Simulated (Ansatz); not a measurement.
## Geometry relaxation, with input and output: SiH5Cl2OF (part 1 of 2)

System: SiH5Cl2OF.
Method: RKS PBE0-D4/def2-TZVP (Ansatz 0.2.0).

The geometry is a transition state displaced along its imaginary mode. The reaction was set up to form Si1–F7, H6–O9 and H2–H8 and to break Si1–H2, H6–F7 and H8–O9 (atoms counted from 1 in the order of the input); sticks are drawn by distance alone. Figures and captions count atoms from 1; the log counts them from 0 in places.

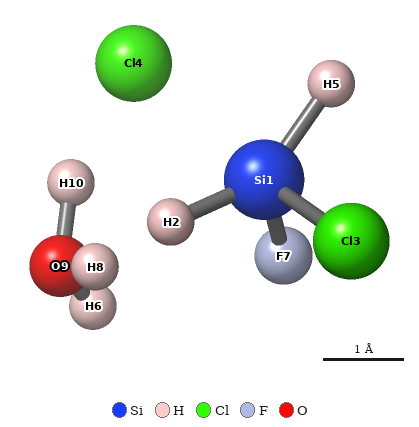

Figure 1. The starting structure (ball-and-stick view, seen at a tilt; atoms are numbered from 1 in the order of the input).

## The input
```yaml
crystal:
  periodic: [false, false, false]
  atoms:
    - {symbol: Si, position_ang: [-0.885342, 0.425774, -0.642431]}
    - {symbol: H, position_ang: [0.343153, -0.143507, -1.074576]}
    - {symbol: Cl, position_ang: [-1.761523, -0.197230, -2.460922]}
    - {symbol: Cl, position_ang: [0.647616, 1.736639, 0.775313]}
    - {symbol: H, position_ang: [-1.692335, 1.676697, -0.507319]}
    - {symbol: H, position_ang: [0.890205, -1.390778, 1.390587]}
    - {symbol: F, position_ang: [-1.375584, -0.584612, 0.543784]}
    - {symbol: H, position_ang: [1.095222, -0.821261, 0.089834]}
    - {symbol: O, position_ang: [1.427190, -0.872916, 0.807496]}
    - {symbol: H, position_ang: [1.311399, 0.171194, 1.078334]}
basis:
  gaussian: {orbitals: def2-TZVP}
hamiltonian: {xc: pbe0, dispersion: d4}
relax: {f_tol: 0.005, max_steps: 200}
```

Launch command:
```bash
ansatz run in.yaml --threads 8 --pin off --events-out ev --progress --plain --max-ram 19148MiB
```

## What the program printed
```
Functional definition: PBE0
  name "PBE0"
  cite "Adamo & Barone, J. Chem. Phys. 110, 6158 (1999) doi:10.1063/1.478522"
  cite "Perdew, Burke & Ernzerhof, Phys. Rev. Lett. 77, 3865 (1996) doi:10.1103/PhysRevLett.77.3865"
  parent pbe
  parameter a = 0.25
  parameter kappa = 0.804
  parameter beta = 0.06672455060314922
  exchange = (1 - a)*pbe_x(kappa = kappa, mu = beta*pi^2/3) + a*exact_x
  correlation = pbe_c(beta = beta)
1331 factors; their error is unknown
mean field evaluation 1: about -37751.9104 eV, gradient 5.4e1 eV
mean field evaluation 2: about -37749.4930 eV, gradient 6.8e1 eV
mean field evaluation 4: about -37755.9852 eV, gradient 2.3e0 eV
mean field evaluation 8: about -37756.0015 eV, gradient 3.5e-2 eV
mean field evaluation 16: about -37756.1189 eV, gradient 7.1e-5 eV
mean field -37756.11887307 eV, -1387.5117765687 hartree, gradient 7.1e-5 eV, S^2 0.000000; 0 other end points of the search recorded, 0 dependent functions left out
the calculation of the forces begins
reference -37756.11890228 eV, -1387.5117776423 hartree; 35, 35 occupied and 168, 168 virtual orbitals, 1331 factors
relax step   1: F+E_penalty+E_count = -37756.31855341 eV  Δ(F+E_penalty+E_count) = +0.000e0 eV  max|allowed force component| = 1.575e1 eV/Å  Δτ_max = 0.0000 Å  (27 SCF iters, accepted)
these checks for a lower state are left out or cut short: starts, cluster_reference, orbital_swaps, neighbouring_geometries, increment
1331 factors; their error is unknown
mean field -37757.74667647 eV, -1387.5715972404 hartree, gradient 1.4e-5 eV, S^2 0.000000; 0 other end points of the search recorded, 0 dependent functions left out
[... from here on the field's lines of each further geometry are left out, up to the last ...]
relax step   2: F+E_penalty+E_count = -37757.94198271 eV  Δ(F+E_penalty+E_count) = -1.623e0 eV  max|allowed force component| = 9.304e-1 eV/Å  Δτ_max = 0.1937 Å  (36 SCF iters, accepted)
relax step   3: F+E_penalty+E_count = -37758.06688771 eV  Δ(F+E_penalty+E_count) = -1.249e-1 eV  max|allowed force component| = 1.004e0 eV/Å  Δτ_max = 0.1263 Å  (29 SCF iters, accepted)
relax step   4: F+E_penalty+E_count = -37758.21928550 eV  Δ(F+E_penalty+E_count) = -1.524e-1 eV  max|allowed force component| = 1.677e0 eV/Å  Δτ_max = 0.1925 Å  (36 SCF iters, accepted)
relax step   5: F+E_penalty+E_count = -37758.34070038 eV  Δ(F+E_penalty+E_count) = -1.214e-1 eV  max|allowed force component| = 2.063e0 eV/Å  Δτ_max = 0.1931 Å  (36 SCF iters, accepted)
relax step   6: F+E_penalty+E_count = -37758.42087563 eV  Δ(F+E_penalty+E_count) = -8.018e-2 eV  max|allowed force component| = 1.975e0 eV/Å  Δτ_max = 0.1906 Å  (30 SCF iters, accepted)
relax step   7: F+E_penalty+E_count = -37758.45657923 eV  Δ(F+E_penalty+E_count) = -3.570e-2 eV  max|allowed force component| = 1.974e0 eV/Å  Δτ_max = 0.1978 Å  (29 SCF iters, accepted)
relax step   8: F+E_penalty+E_count = -37758.60707547 eV  Δ(F+E_penalty+E_count) = -1.505e-1 eV  max|allowed force component| = 1.215e0 eV/Å  Δτ_max = 0.1242 Å  (29 SCF iters, accepted)
relax step   9: F+E_penalty+E_count = -37758.72442552 eV  Δ(F+E_penalty+E_count) = -1.174e-1 eV  max|allowed force component| = 6.071e-1 eV/Å  Δτ_max = 0.1948 Å  (36 SCF iters, accepted)
relax step  10: F+E_penalty+E_count = -37758.78127362 eV  Δ(F+E_penalty+E_count) = -5.685e-2 eV  max|allowed force component| = 1.008e0 eV/Å  Δτ_max = 0.1939 Å  (30 SCF iters, accepted)
relax step  11: F+E_penalty+E_count = -37758.82411845 eV  Δ(F+E_penalty+E_count) = -4.284e-2 eV  max|allowed force component| = 6.856e-1 eV/Å  Δτ_max = 0.1983 Å  (30 SCF iters, accepted)
relax step  12: F+E_penalty+E_count = -37758.84392403 eV  Δ(F+E_penalty+E_count) = -1.981e-2 eV  max|allowed force component| = 1.323e-1 eV/Å  Δτ_max = 0.1805 Å  (30 SCF iters, accepted)
relax step  13: F+E_penalty+E_count = -37758.85016900 eV  Δ(F+E_penalty+E_count) = -6.245e-3 eV  max|allowed force component| = 1.067e-1 eV/Å  Δτ_max = 0.1575 Å  (28 SCF iters, accepted)
relax step  14: F+E_penalty+E_count = -37758.85496936 eV  Δ(F+E_penalty+E_count) = -4.800e-3 eV  max|allowed force component| = 8.373e-2 eV/Å  Δτ_max = 0.0950 Å  (30 SCF iters, accepted)
relax step  15: F+E_penalty+E_count = -37758.85833901 eV  Δ(F+E_penalty+E_count) = -3.370e-3 eV  max|allowed force component| = 2.846e-2 eV/Å  Δτ_max = 0.0685 Å  (30 SCF iters, accepted)
relax step  16: F+E_penalty+E_count = -37758.85949282 eV  Δ(F+E_penalty+E_count) = -1.154e-3 eV  max|allowed force component| = 3.664e-2 eV/Å  Δτ_max = 0.0620 Å  (30 SCF iters, accepted)
relax step  17: F+E_penalty+E_count = -37758.85966579 eV  Δ(F+E_penalty+E_count) = -1.730e-4 eV  max|allowed force component| = 2.377e-1 eV/Å  Δτ_max = 0.1115 Å  (30 SCF iters, accepted)
relax step  18: F+E_penalty+E_count = -37758.86124173 eV  Δ(F+E_penalty+E_count) = -1.576e-3 eV  max|allowed force component| = 8.345e-2 eV/Å  Δτ_max = 0.0122 Å  (32 SCF iters, accepted)
relax step  19: F+E_penalty+E_count = -37758.86184970 eV  Δ(F+E_penalty+E_count) = -6.080e-4 eV  max|allowed force component| = 5.477e-2 eV/Å  Δτ_max = 0.0310 Å  (30 SCF iters, accepted)
relax step  20: F+E_penalty+E_count = -37758.86226939 eV  Δ(F+E_penalty+E_count) = -4.197e-4 eV  max|allowed force component| = 1.385e-1 eV/Å  Δτ_max = 0.0995 Å  (30 SCF iters, accepted)
relax step  21: F+E_penalty+E_count = -37758.86301494 eV  Δ(F+E_penalty+E_count) = -7.455e-4 eV  max|allowed force component| = 4.738e-2 eV/Å  Δτ_max = 0.0170 Å  (31 SCF iters, accepted)
relax step  22: F+E_penalty+E_count = -37758.86332532 eV  Δ(F+E_penalty+E_count) = -3.104e-4 eV  max|allowed force component| = 2.034e-2 eV/Å  Δτ_max = 0.0195 Å  (31 SCF iters, accepted)
relax step  23: F+E_penalty+E_count = -37758.86358977 eV  Δ(F+E_penalty+E_count) = -2.645e-4 eV  max|allowed force component| = 1.417e-2 eV/Å  Δτ_max = 0.0418 Å  (30 SCF iters, accepted)
relax step  24: F+E_penalty+E_count = -37758.86361973 eV  Δ(F+E_penalty+E_count) = -2.996e-5 eV  max|allowed force component| = 5.765e-2 eV/Å  Δτ_max = 0.0726 Å  (30 SCF iters, accepted)
relax step  25: F+E_penalty+E_count = -37758.86377786 eV  Δ(F+E_penalty+E_count) = -1.581e-4 eV  max|allowed force component| = 1.588e-2 eV/Å  Δτ_max = 0.0140 Å  (31 SCF iters, accepted)
relax step  26: F+E_penalty+E_count = -37758.86380971 eV  Δ(F+E_penalty+E_count) = -3.185e-5 eV  max|allowed force component| = 8.179e-3 eV/Å  Δτ_max = 0.0081 Å  (32 SCF iters, accepted)
relax step  27: F+E_penalty+E_count = -37758.86382799 eV  Δ(F+E_penalty+E_count) = -1.827e-5 eV  max|allowed force component| = 5.740e-3 eV/Å  Δτ_max = 0.0149 Å  (31 SCF iters, accepted)
the calculation of the forces begins
reference -37758.69741737 eV, -1387.6065363240 hartree; 35, 35 occupied and 168, 168 virtual orbitals, 1331 factors
relax step  28: F+E_penalty+E_count = -37758.86383632 eV  Δ(F+E_penalty+E_count) = -8.334e-6 eV  max|allowed force component| = 3.627e-3 eV/Å  Δτ_max = 0.0091 Å  (32 SCF iters, accepted)
1331 factors; their error is unknown
mean field evaluation 224: about -37758.6974 eV, gradient 1.4e-2 eV
```

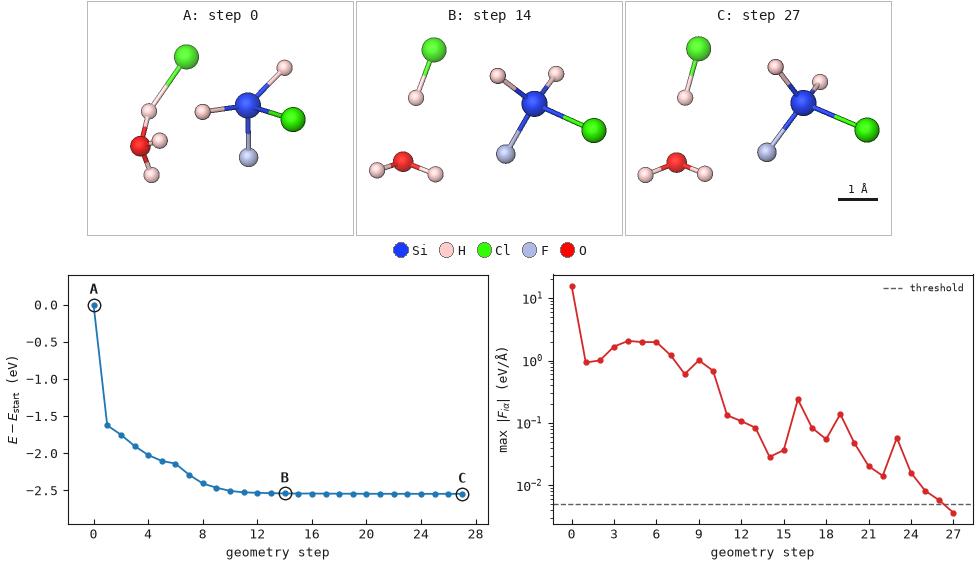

Figure 2. Frames of the relaxation (ball-and-stick view, seen at a tilt) above the curves, on which the letters mark them (the first geometry is step 0 here and step 1 in the log).

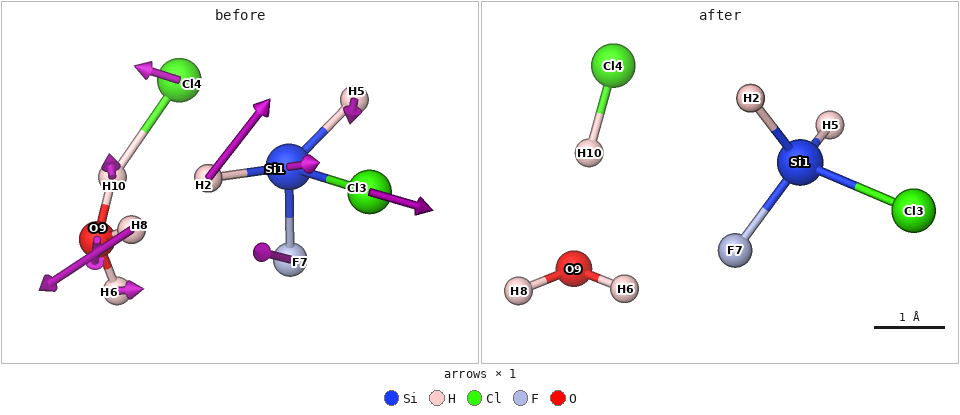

Figure 3. Before (left) and after (right) the relaxation, at one scale (ball-and-stick view, seen at a tilt). The pink arrows give the displacements, at true length. After 27 geometry steps the energy has fallen by 2.545 eV. Largest force component: 16 eV/Å at the start, 0.0036 eV/Å at the end. The largest move after the best rigid fit is that of H8, 1.92 Å. By element the largest moves are H 1.92 Å, F 1.25 Å, Cl 1.00 Å, O 0.96 Å, Si 0.66 Å. Distances before and after: O9–H10 1.085 → 1.692 Å, Cl4–H10 1.727 → 1.323 Å, H8–O9 0.792 → 0.961 Å, Si1–Cl3 2.113 → 2.041 Å. New bonds form: Cl4–H10 (1.73 → 1.32 Å). Bonds break: O9–H10 (1.08 → 1.69 Å). Among the angles that change: H2–Si1–H5 146.0° → 116.1°, H2–Si1–Cl3 88.8° → 108.5°, Cl3–Si1–H5 95.8° → 108.6°. (Atoms are counted from 1 in the order of the input.)

```
mean field -37758.69738463 eV, -1387.6065351210 hartree, gradient 7.7e-5 eV, S^2 0.000000; 1 other end points of the search recorded, 0 dependent functions left out
the calculation of the forces begins
reference -37758.69741737 eV, -1387.6065363240 hartree; 35, 35 occupied and 168, 168 virtual orbitals, 1331 factors
Total energy: -37758.86386905 eV, -1387.6126533106 hartree
Atom 0 at    -1.247506     0.445850    -1.175359 Å, force    -0.003627     0.000025    -0.000467 eV/Å
Atom 1 at    -0.216979     1.024498    -2.049979 Å, force     0.001376     0.000899    -0.002499 eV/Å
Atom 2 at    -2.792359    -0.207431    -2.337966 Å, force     0.001281     0.000829     0.000220 eV/Å
Atom 3 at     1.337734     1.775488     0.736133 Å, force     0.000225    -0.002229     0.001208 eV/Å
Atom 4 at    -1.786626     1.334996    -0.135950 Å, force    -0.000321     0.000589     0.000961 eV/Å
Atom 5 at     0.609801    -1.379078     1.029465 Å, force     0.002796     0.001105     0.002435 eV/Å
Atom 6 at    -0.634046    -0.857044    -0.461723 Å, force     0.001358    -0.002509     0.001816 eV/Å
Atom 7 at     2.059436    -1.607804     1.500334 Å, force    -0.002847     0.001505     0.000552 eV/Å
Atom 8 at     1.273227    -1.080220     1.663448 Å, force     0.000024    -0.003199    -0.002997 eV/Å
Atom 9 at     1.397317     0.550745     1.231695 Å, force    -0.000266     0.002983    -0.001228 eV/Å
Dipole moment:     0.162185    -0.424588    -0.085016 e Å
```

## Trajectory as extended XYZ (Å, eV, eV/Å), 28 frames, from step=1 to step=28
```
10
Properties=species:S:1:pos:R:3:forces:R:3 step=1 energy=-37756.31855
Si   -0.8853    0.4258   -0.6424   -2.3137   0.7695   0.0673
H     0.3432   -0.1435   -1.0746    1.1611  -0.1968  -0.4235
Cl   -1.7615   -0.1972   -2.4609   -0.2102  -0.1386   0.0905
Cl    0.6476    1.7366    0.7753    0.4017  -0.2842   0.5006
H    -1.6923    1.6767   -0.5073    0.4224  -0.3414  -0.0950
H     0.8902   -1.3908    1.3906   -0.7375  -0.7287   0.6281
F    -1.3756   -0.5846    0.5438    0.3418   0.1967  -0.3527
H     1.0952   -0.8213    0.0898   -7.0714   0.3734 -15.7467
O     1.4272   -0.8729    0.8075    8.2011  -0.8730  15.2466
H     1.3114    0.1712    1.0783   -0.1953   1.2231   0.0849
10
Properties=species:S:1:pos:R:3:forces:R:3 step=2 energy=-37757.94198
Si   -0.9595    0.4691   -0.7090   -0.6919  -0.4339   0.2433
H     0.3490   -0.0333   -1.1327    0.5076   0.0279  -0.2607
Cl   -1.8672   -0.2260   -2.4822   -0.1437  -0.0087   0.3049
Cl    0.6386    1.7027    0.8080    0.3701  -0.1401   0.4687
H    -1.7185    1.7143   -0.5190    0.1829  -0.0165  -0.1620
H     0.8810   -1.4030    1.4904   -0.2832  -0.1017  -0.0985
F    -1.3276   -0.5559    0.5087   -0.0028   0.2070  -0.4914
H     1.2171   -0.9479    0.0084   -0.2809  -0.3388  -0.3035
O     1.4978   -0.9025    0.9414    0.6877  -0.1256   0.2690
H     1.2893    0.1826    1.0860   -0.3458   0.9304   0.0304
10
Properties=species:S:1:pos:R:3:forces:R:3 step=3 energy=-37758.06689
Si   -0.9332    0.4477   -0.7194   -0.7531  -0.5785  -0.0606
H     0.4015   -0.0288   -1.1778    0.0513   0.2572  -0.0605
Cl   -1.9686   -0.2524   -2.4117    0.0635  -0.0213   0.1716
Cl    0.6562    1.7244    0.9005    0.2214  -0.3233   0.2382
H    -1.6464    1.7147   -0.5407    0.2186   0.0774  -0.0771
H     0.8156   -1.3748    1.4610   -0.0391   0.0572  -0.2113
F    -1.3384   -0.6058    0.4560    0.2732   0.3430  -0.2721
H     1.2744   -0.9651   -0.0106    0.0531  -0.1311   0.8724
O     1.4863   -0.8786    0.9624    0.1947  -0.6845  -0.7354
H     1.2524    0.2188    1.0805   -0.2837   1.0039   0.1348
10
Properties=species:S:1:pos:R:3:forces:R:3 step=4 energy=-37758.21929
Si   -0.9783    0.4502   -0.8086   -0.0524  -0.8455  -0.1046
H     0.4113    0.1086   -1.3124   -0.5365   0.3468   0.1389
Cl   -2.1342   -0.3383   -2.3713    0.2014   0.0871   0.2733
Cl    0.6779    1.6709    1.0287    0.0747   0.0984   0.0902
H    -1.6068    1.7553   -0.6081    0.1806   0.0778  -0.0433
H     0.7818   -1.3798    1.4688    0.3375   0.2785  -0.3101
F    -1.2574   -0.5842    0.4175    0.0972   0.3086  -0.3926
H     1.3672   -1.0235    0.0367    0.2288   0.0852   1.6176
O     1.5068   -0.8864    1.0288   -0.2314  -1.6766  -1.4517
H     1.2315    0.2271    1.1199   -0.2997   1.2397   0.1824
10
Properties=species:S:1:pos:R:3:forces:R:3 step=5 energy=-37758.34070
Si   -1.0533    0.4233   -0.9014    0.4919  -0.4672   0.0313
H     0.3624    0.2422   -1.4431   -0.7620   0.1261   0.2891
Cl   -2.2781   -0.4026   -2.3416    0.0646   0.1012   0.0340
Cl    0.7396    1.6691    1.1386    0.0685   0.0446   0.0058
H    -1.5446    1.7862   -0.6399    0.0106  -0.1874  -0.0203
H     0.7251   -1.3693    1.4566    0.7737   0.4864  -0.3587
F    -1.2353   -0.6120    0.3406    0.1330   0.4073  -0.3785
H     1.5078   -1.0795    0.1161    0.1081   0.2047   1.6602
O     1.5279   -0.9034    1.1079   -0.5771  -2.0630  -1.4499
H     1.2485    0.2461    1.1662   -0.3111   1.3473   0.1870
10
Properties=species:S:1:pos:R:3:forces:R:3 step=6 energy=-37758.42088
Si   -1.1092    0.4120   -0.9446    0.5509   0.5207  -0.6181
H     0.2876    0.3054   -1.5003   -0.5056   0.0673   0.1977
Cl   -2.3412   -0.4063   -2.3576   -0.0929  -0.0600  -0.1177
Cl    0.8456    1.6755    1.1703    0.0699  -0.0683  -0.0406
H    -1.6275    1.7668   -0.6666    0.0900  -0.2098   0.0619
H     0.6549   -1.3625    1.4034    1.1187   0.5667  -0.3416
F    -1.2072   -0.5818    0.2909   -0.0396  -0.3563   0.4952
H     1.6701   -1.1167    0.2089   -0.1628   0.1332   1.4315
O     1.5318   -0.9387    1.1827   -0.7092  -1.9755  -1.2304
H     1.2952    0.2463    1.2131   -0.3194   1.3821   0.1619
10
Properties=species:S:1:pos:R:3:forces:R:3 step=7 energy=-37758.45658
Si   -1.1363    0.4101   -0.9477    0.3589   0.1058  -0.3609
H     0.2474    0.3003   -1.5024   -0.3588   0.0569   0.1189
Cl   -2.3746   -0.3982   -2.3834    0.0643   0.0921   0.1648
Cl    0.8831    1.6834    1.1235    0.0706  -0.0351  -0.0132
H    -1.6229    1.7640   -0.6203   -0.0082  -0.2111  -0.0046
H     0.5835   -1.3461    1.2694    1.3625   0.6265  -0.1463
F    -1.2244   -0.5975    0.2987   -0.0268  -0.0867   0.0919
H     1.8444   -1.1284    0.3017   -0.6077   0.1723   1.6716
O     1.5054   -0.9478    1.2324   -0.5491  -1.9743  -1.6247
H     1.2944    0.2601    1.2282   -0.3057   1.2536   0.1026
10
Properties=species:S:1:pos:R:3:forces:R:3 step=8 energy=-37758.60707
Si   -1.1029    0.3993   -0.9698    0.1167   0.0965  -0.0783
H     0.2545    0.3571   -1.5805   -0.2780   0.0099   0.1149
Cl   -2.4139   -0.3769   -2.3417    0.0369  -0.0069  -0.0068
Cl    0.9053    1.7126    1.1120    0.0838  -0.1338  -0.0109
H    -1.6269    1.7158   -0.5672    0.0512  -0.1410   0.0039
H     0.5514   -1.3201    1.2652    0.5702   0.2427  -0.0811
F    -1.1232   -0.6527    0.2524   -0.0064   0.0355  -0.0495
H     1.8205   -1.1866    0.3597   -0.2330   0.0752   0.6856
O     1.4661   -0.9615    1.2452   -0.1575  -1.2149  -0.6221
H     1.2693    0.3130    1.2249   -0.1837   1.0368   0.0443
```
